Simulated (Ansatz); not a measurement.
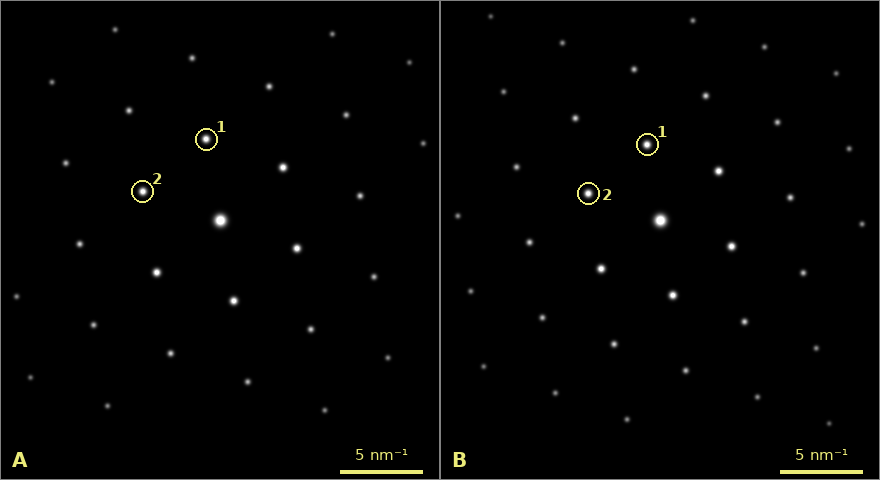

Kinematic electron diffraction patterns (120 kV, B = 0.5 Å², same scale) along [111] of the run's own cell, for the start and the end of one relaxation of Li2Se3 with Ansatz 0.2.0, DFT PBE, scalar-relativistic, plane waves, PAW. k mesh 12×12×12. The start is a generated model structure, and the relaxation ends in the nearest stationary point of its symmetry, not necessarily the ground state. Spot 1 is -1 0 1 and spot 2 is 0 -1 1 in both.

Start structure:

```
CELL_PARAMETERS angstrom
1.98439 1.14569 7.18111
-1.98439 1.14569 7.18111
0.00000 -2.29137 7.18111
ATOMIC_POSITIONS crystal
Li 0.38143 0.38143 0.38143
Li 0.61857 0.61857 0.61857
Se 0.00000 0.00000 0.00000
Se 0.20310 0.20310 0.20310
Se 0.79690 0.79690 0.79690
```

> Which pattern belongs to the start structure, and which to the relaxed one?

A is the start: its cell gives d(1) = 1.984 Å, d(2) = 1.984 Å and an angle of 60.0°. B is the relaxed structure, with d(1) = 2.133 Å (+7.5 %), d(2) = 2.133 Å (+7.5 %) and 60.0°.

> Summarise the relaxation behind the change.

The volume changed by +42.0 % to 27.82 Å³ an atom; with the mean shift removed, the atoms moved by up to 0.62 Å relative to the cell (Se most); the space group stayed R-3m (No. 166); the free energy fell by 130 meV an atom. Relaxed cell: a = 9.164 Å, b = 9.164 Å, c = 9.164 Å, α = 26.92°, β = 26.92°, γ = 26.92°.
